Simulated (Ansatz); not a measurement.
# Electron–phonon scattering in Tm (P6_3/mmc), part 2 of 2

Aim: how strongly do electrons couple to phonons in Tm (P6_3/mmc), and what resistivity does that give?

Ansatz 0.2.0; DFT PBE, scalar-relativistic, plane waves, norm-conserving pseudopotentials, 4f of the trivalent lanthanide in the core.

So far, coupling constant λ: step 5 (electron–phonon run: q 2×2×2, k 6×6×4, scattering 8×8×8) 0.552; step 6 (k-mesh 9×9×4, scattering mesh 12×12×8, q mesh 3×3×2) 0.591; step 7 (k-mesh 9×9×6, scattering mesh 18×18×8, q mesh 3×3×2) 0.588; step 8 (k-mesh 12×12×6, scattering mesh 18×18×12, q mesh 3×3×3) 0.585. Also log mean phonon energy ħω_log (meV): step 5 9.46; step 6 8.80; step 7 8.78; step 8 8.74. The relaxed cell has a = 3.547, c = 5.501 Å (conventional setting).

## 9. Cost and result by level

Times are for 4 threads of Arm Neoverse V2, shared host. The series side by side:

| no. | run | resistivity at 300 K (μΩ cm, mean of the axes) | coupling constant λ | log mean phonon energy ħω_log (meV) | time | memory (GiB) |
| --- | --- | --- | --- | --- | --- | --- |
| 1 | q 2×2×2, k 6×6×4, scattering 8×8×8 | 43.85 | 0.5516 | 9.465 | 54 s | 0.95 |
| 2 | q 3×3×2, k 9×9×4, scattering 12×12×8 | 49.42 | 0.5906 | 8.798 | 3.4 min | 2.2 |
| 3 | q 3×3×2, k 9×9×6, scattering 18×18×8 | 50.41 | 0.5883 | 8.776 | 4.2 min | 2.2 |
| 4 | q 3×3×3, k 12×12×6, scattering 18×18×12 | 49.64 | 0.5851 | 8.743 | 7.1 min | 3.1 |

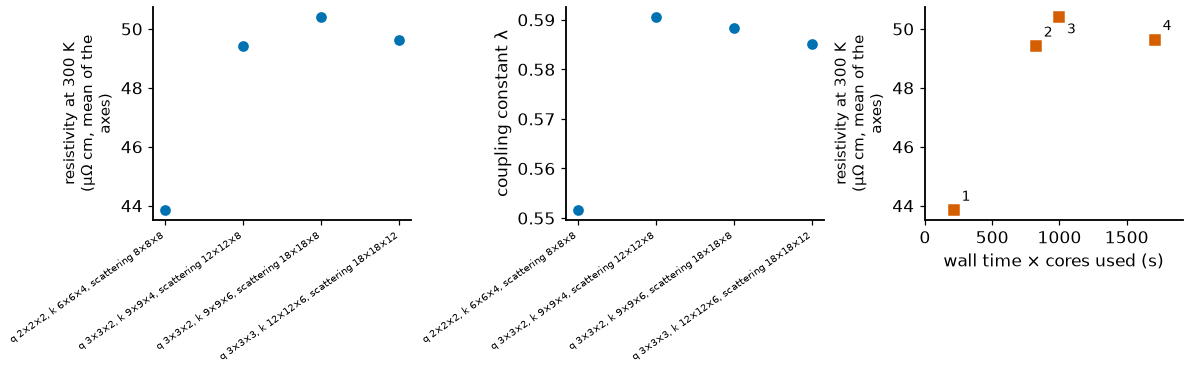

The series as plots; the last panel sets the first result against cost, with the runs numbered as in the table.

The runs together, line α²F. Eliashberg function α²F, α²F against phonon energy; read off at these points:

| phonon energy (meV) | q 2×2×2, k 6×6×4, scattering 8×8×8 | q 3×3×2, k 9×9×4, scattering 12×12×8 | q 3×3×2, k 9×9×6, scattering 18×18×8 | q 3×3×3, k 12×12×6, scattering 18×18×12 |
| --- | --- | --- | --- | --- |
| 1.0 | 0 | 1.9e-5 | 8.9e-5 | 1.2e-4 |
| 2.0 | 6.5e-4 | 9.6e-4 | 0.00134 | 0.00191 |
| 3.0 | 0.00442 | 0.00456 | 0.00470 | 0.00544 |
| 4.0 | 0.0128 | 0.0119 | 0.0118 | 0.0138 |
| 5.0 | 0.0272 | 0.0273 | 0.0273 | 0.0313 |
| 6.0 | 0.0583 | 0.0687 | 0.0689 | 0.0713 |
| 6.6 | 0.0900 | 0.442 | 0.499 | 0.483 |
| 6.8 | 0.103 | 0.524 | 0.493 | 0.454 |
| 7.0 | 0.121 | 0.519 | 0.468 | 0.434 |
| 8.0 | 0.351 | 0.332 | 0.324 | 0.311 |
| 8.5 | 0.549 | 0.282 | 0.279 | 0.274 |
| 9.0 | 0.391 | 0.272 | 0.287 | 0.277 |
| 10.0 | 0.422 | 0.364 | 0.366 | 0.357 |
| 11.0 | 0.359 | 0.319 | 0.299 | 0.311 |
| 12.0 | 0.453 | 0.390 | 0.317 | 0.322 |
| 12.3 | 0.632 | 0.616 | 0.631 | 0.576 |
| 12.4 | 0.608 | 0.566 | 0.634 | 0.577 |
| 13.0 | 0.220 | 0.291 | 0.328 | 0.300 |
| 14.0 | 0.112 | 0.0449 | 0.0438 | 0.0611 |
| 15.0 | 0.0386 | - | - | - |

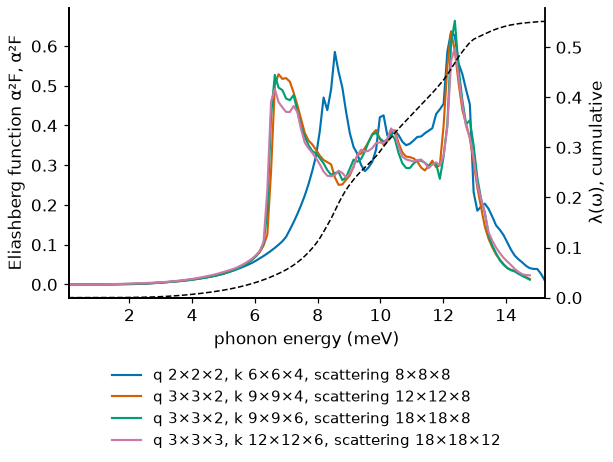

Eliashberg function α²F, α²F against phonon energy. The dashed line is the running λ.

## 10. What came out

* run: PBE, q 3×3×3, k 12×12×6, scattering 18×18×12
* coupling constant λ: 0.585
* log mean phonon energy ħω_log: 8.74 meV
* states at the Fermi level: 1.66 states/eV/spin/cell
* resistivity at 300 K: 61.1, 61.1, 26.8 μΩ cm (xx, yy, zz)
* Drude plasma energy: 3.52, 3.52, 5.30 eV (xx, yy, zz)
* resistivity times mean free path: 14.4, 14.4, 6.09 × 10⁻¹⁶ Ω m² (xx, yy, zz)
* change between its two finest scattering meshes: λ 8 %, resistivity at 300 K 10 %
* time of that run: 7.1 min

In words: On the last rung that gave a resistivity at the base settings (q 3×3×3, k 12×12×6, scattering 18×18×12), Tm (P6_3/mmc) has λ = 0.59 and a phonon-limited resistivity of 49.6 μΩ cm at 300 K. Across the runs of step 9 the resistivity at 300 K runs from 43.9 μΩ cm, mean of the axes (q 2×2×2, k 6×6×4, scattering 8×8×8) to 50.4 μΩ cm, mean of the axes (q 3×3×2, k 9×9×6, scattering 18×18×8), while the wall time spans a factor of 7.9. The coupling is moderate (λ = 0.59), so phonons raise the electrons' mass at the Fermi surface by about 59 %. At 800 K the mean free path from ρℓ/ρ falls to about 0.78 nm in the direction where it is shortest, a few atomic spacings, where real metals begin to saturate below the Boltzmann values. Values of ρ(T) under 50 K rest on the softest modes, mostly interpolated ones, and are the least sure of the table. The high-temperature form ρ = 2π k_B T λ_tr/(ħ ε₀ ω_p²) gives 64.0 μΩ cm along x at 300 K, against 61.1 from the Boltzmann equation. Conduction is anisotropic: the resistivity differs by a factor of 2.3 between the axes. The three lowest branches give 62 % of λ. By the run's own test, which takes the component that moves most, the resistivity at 300 K moves by 10 % between its two finest scattering meshes, so it is not converged. In the run quoted no mode is imaginary at the wavevectors of the 3×3×3 mesh; wavevectors off that mesh are interpolated. Only scattering by harmonic phonons counts; impurities, grain boundaries and thermal expansion are left out. The 4f shell is frozen in the core as a trivalent ion, so 4f moments, their disorder scattering and any valence change are absent.

Calculation against experiment:

| quantity | measured | q 2×2×2, fine 8×8×8 | q 3×3×2, fine 12×12×8 | q 3×3×2, fine 18×18×8 | q 3×3×3, fine 18×18×12 |
| --- | --- | --- | --- | --- | --- |
| resistivity at 295 K (computed: phonon part alone; the measured value holds the sample's residual resistivity and scattering by disordered moments) (μΩ cm) | 67.6 | 43.08 (-36.3 %) | 48.57 (-28.2 %) | 49.54 (-26.7 %) | 48.78 (-27.8 %) |

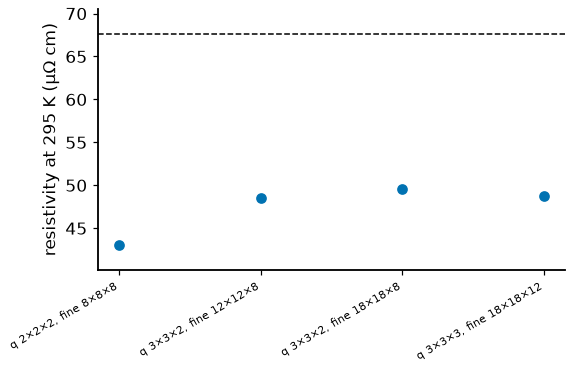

The resistivity at 295 K by level; the dashed line is the measured value.

Measured values from CRC Press, section 12, read from Wikipedia's data page (2003).

How well it matches: For the resistivity at 295 K, of the levels listed nearest comes q 3×3×2, fine 18×18×8 (-26.7 %) and farthest q 2×2×2, fine 8×8×8 (-36.3 %). The magnetic state of these runs (no moments) need not be that of the sample, so the match is not graded. Limits of convergence are named above.

[Hosts, paths, dates, database ids (printed as entryN), source tags and the programs' standing remarks are cut or masked in the printed files.]
